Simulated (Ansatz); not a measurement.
# GeH₄O···H₂S: what the fields show

```yaml
atoms:
  - { symbol: Ge, position_ang: [-0.1050, -0.1221, -0.0276] }
  - { symbol: H, position_ang: [-0.2556, -0.0669, 1.5162] }
  - { symbol: O, position_ang: [1.6605, -0.0925, -0.4508] }
  - { symbol: H, position_ang: [1.9899, -0.9957, -0.6141] }
  - { symbol: H, position_ang: [-0.7625, 1.1010, -0.6949] }
  - { symbol: H, position_ang: [-0.6984, -1.4547, -0.5704] }
  - { symbol: S, position_ang: [1.5976, 2.3336, 1.7072] }
  - { symbol: H, position_ang: [2.2263, 1.4693, 0.8551] }
  - { symbol: H, position_ang: [0.8332, 1.2886, 2.1925] }
```

Not at a stationary point (largest force 0.6 eV/Å).

Method: RKS PBE-D4/def2-SVP in Ansatz 0.2.0.

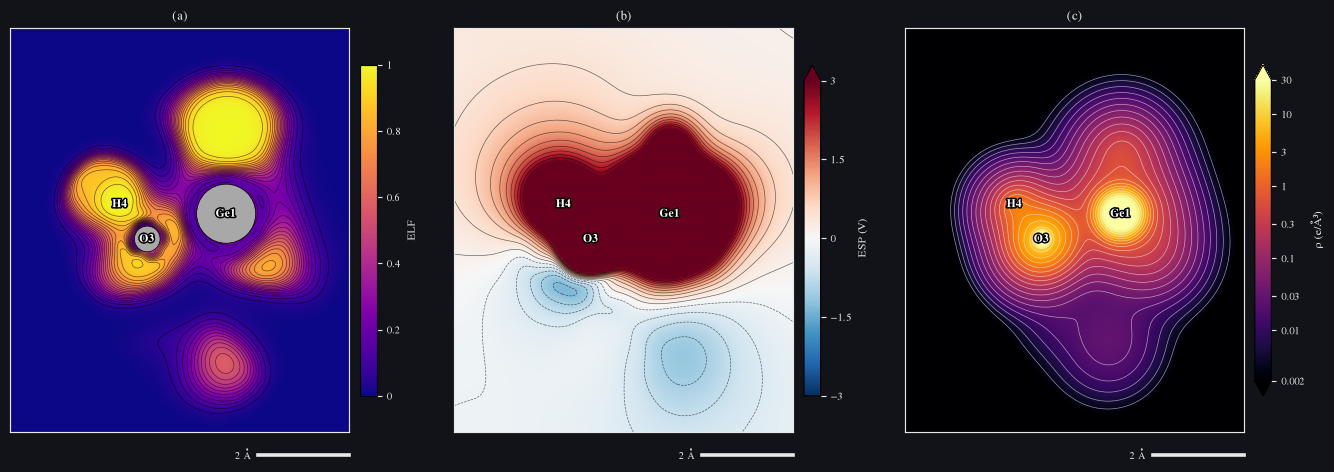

Figure 1. (a) ELF; (b) electrostatic potential; (c) total electron density on the plane of atoms Ge1, O3 and H4. Grey discs cover the atomic cores in the ELF map.

**What does the map show?**

The plane passes through Ge, O and H nuclei.
Ge–O (1.82 Å): ρ at the midpoint is about 0.88 e/Å³; the ELF peaks at about 0.85 in the valence shell of O, 0.6 Å from its nucleus, and is about 0.30 at the midpoint.
O–H (0.98 Å): ρ is about 3.5 e/Å³ halfway; the ELF climbs to about 1 towards the hydrogen, as it does in any bond to H (a covalent bond by its length).
The ELF also peaks beside O3, away from the bonds: lone-pair regions.
Outside the dense part of the complex the potential is most negative (−1.4 V) near O3.

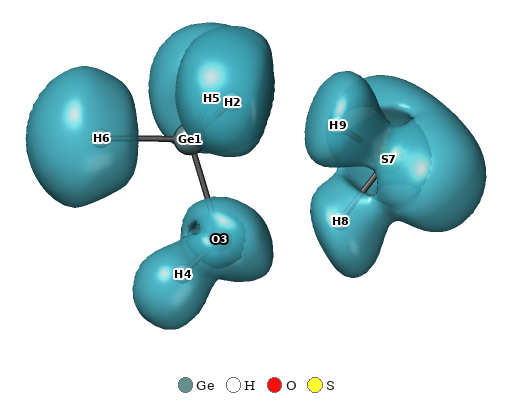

Figure 2. Isosurface of the electron localisation function at 0.75 (cyan), seen across its widest extent. Only the valence region is drawn (cores and ρ < 0.01 e/Å³ removed).

**What do the ELF domains correspond to?**

At this value the surface marks out three regions around hydrogen nuclei, one joined region spread over several atoms (H, O), in which their bonds and any lone pairs are merged and one joined region spread over several atoms (H, S), in which their bonds and any lone pairs are merged. Profiles from the grid: H2···H9 (1.87 Å): the ELF dips to about 0.10 between them.

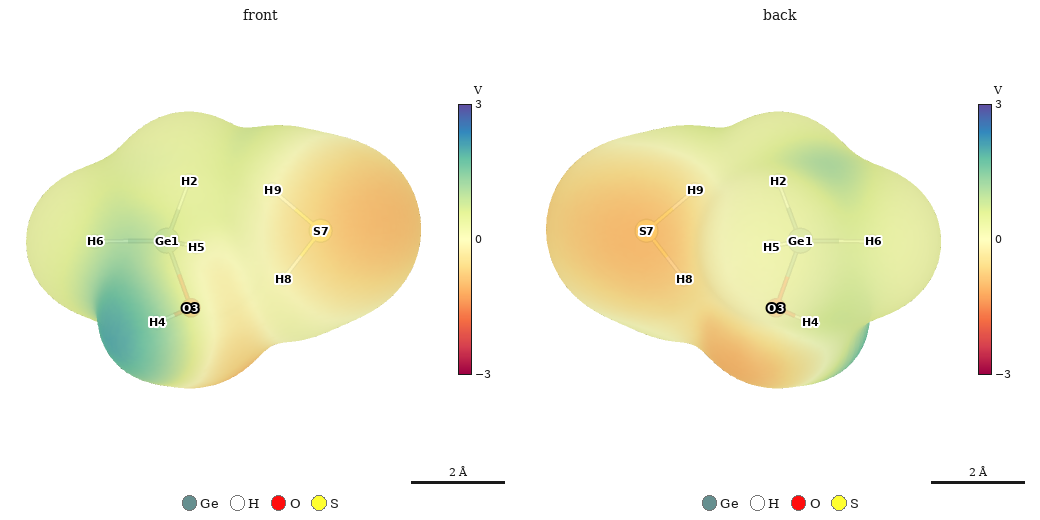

Figure 3. The electrostatic potential painted on the density surface at 0.001 e/bohr³, seen from the front and from behind; the colour scale runs from red (negative) to blue (positive).

**Where is the surface potential most negative and most positive?**

The most negative region (about −1.0 V) lies over O3 and S7, the most positive (about +2.0 V) over H4.

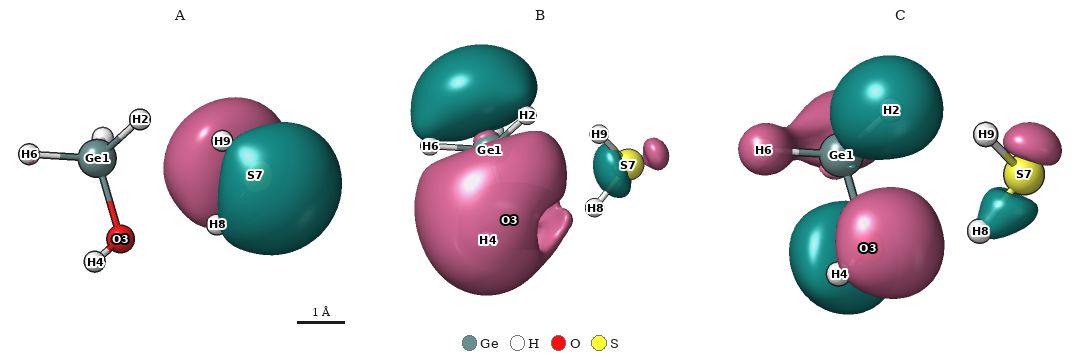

Figure 4. Three frontier orbitals at ±0.08 Å⁻³ᐟ² (teal and pink are the two phases), in no order.

**Which picture is the HOMO−1, the HOMO and the LUMO?**

C is the HOMO−1 (−6.90 eV). Its weight (Hirshfeld) is mainly on O3 (about 65 %), Ge1 (about 10 %) and H2 (about 10 %); largely a lone pair of O3. A is the HOMO (−5.59 eV). It lies mainly on S7 (about 90 %); largely a lone pair of S7. B is the LUMO (−0.75 eV). By Hirshfeld shares it lies mainly on Ge1 (about 50 %), O3 (about 20 %) and H4 (about 15 %).

**What is the HOMO–LUMO gap?**

4.84 eV between the orbital energies.
